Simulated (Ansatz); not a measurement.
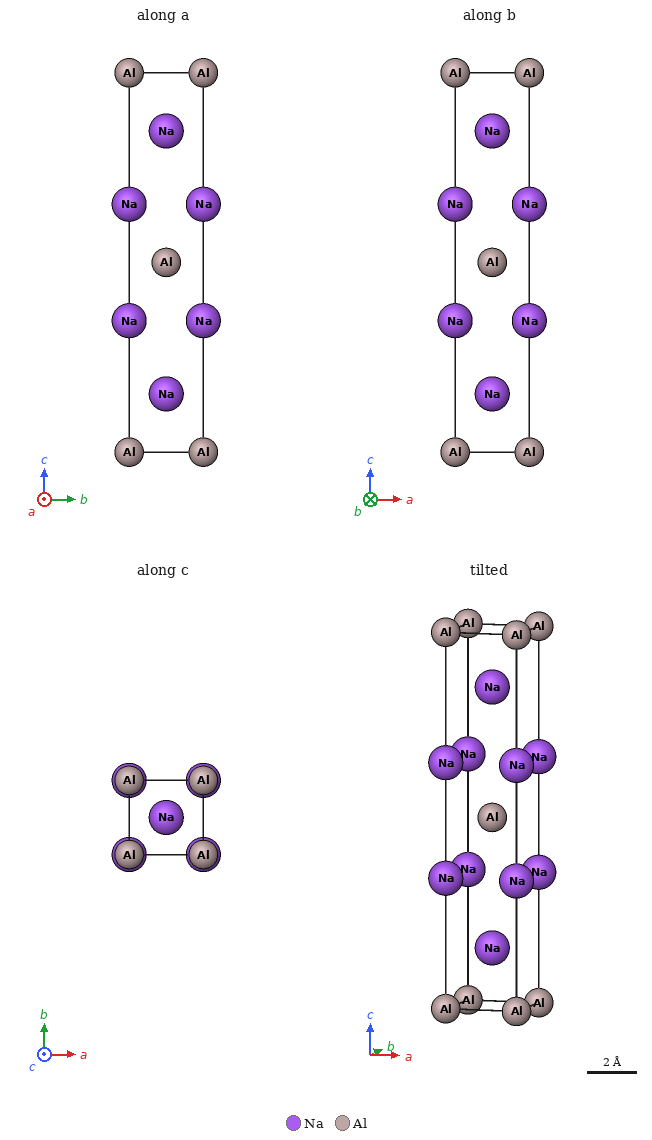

We look at a spheres-only model of the crystal along the a axis, along the b axis, along the c axis and slightly off an axis. The wireframe shows the conventional unit cell.

Lattice parameters: a = 3.042 Å, b = 3.042 Å, c = 15.559 Å, α = 90.00°, β = 90.00°, γ = 90.00°. Put a along x and b in the xy plane.

**From the views, write a POSCAR file, with free fractional coordinates to two decimals.**

```
Na Al
1.0
     3.042    0.000    0.000
     0.000    3.042    0.000
     0.000    0.000   15.559
Na Al
4 2
Direct
  0.50 0.50 0.15
  0.00 0.00 0.35
  0.00 0.00 0.65
  0.50 0.50 0.85
  0.00 0.00 0.00
  0.50 0.50 0.50
```

The model was built from a structure type filled with these elements by a generator (whether the compound takes this form wasn't checked). The cell was then strained or its atoms displaced on purpose. It was set up as input for a calculation with Ansatz.
